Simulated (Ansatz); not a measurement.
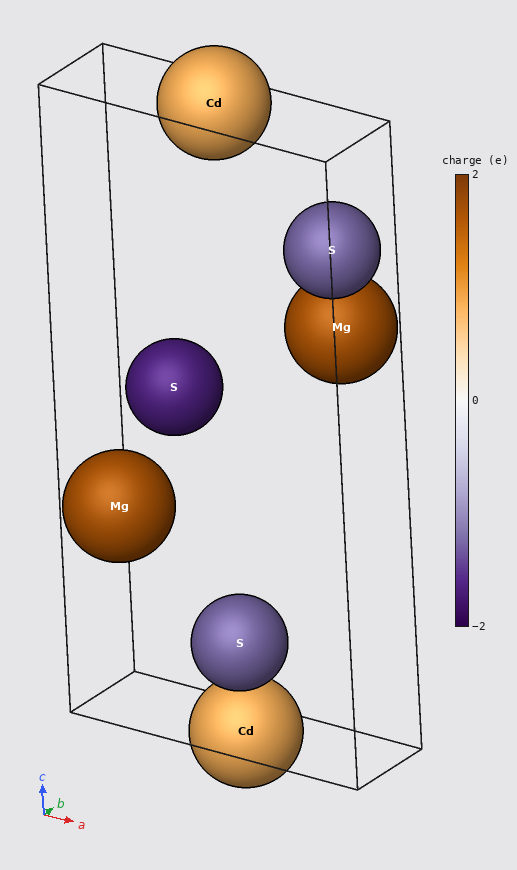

Structure drawing (spheres-only), viewed slightly off an axis. Atoms at the boundary of the cell (the run's own, in a reduced setting) (the box) are drawn once for each face, edge or corner they touch. The atoms of this Mg$_{2}$CdS$_{3}$ cell are coloured by their Bader charge.

Theory: Ansatz 0.2.0, DFT PBE, scalar-relativistic, plane waves, PAW. Numerical settings: an energy cutoff of 420 eV, k-points about 0.22 Å⁻¹ apart, Gaussian smearing of 0.02 eV, no spin polarisation.

> Which atoms are positive and which negative?

Most positive: Mg; most negative: S. Charges: about Mg +1.6 e; Cd +0.8 e; S -1.6 to -1.2 e. The transfer is large, as in an ionic solid.

It goes back to a structure type filled with these elements by a generator (whether the compound takes this form wasn't checked). Earlier steps of the study, as a rule a relaxation of our own, may have changed the cell and positions, so they can lie some per cent off the listed ones. It was run through Ansatz as a DFT input.
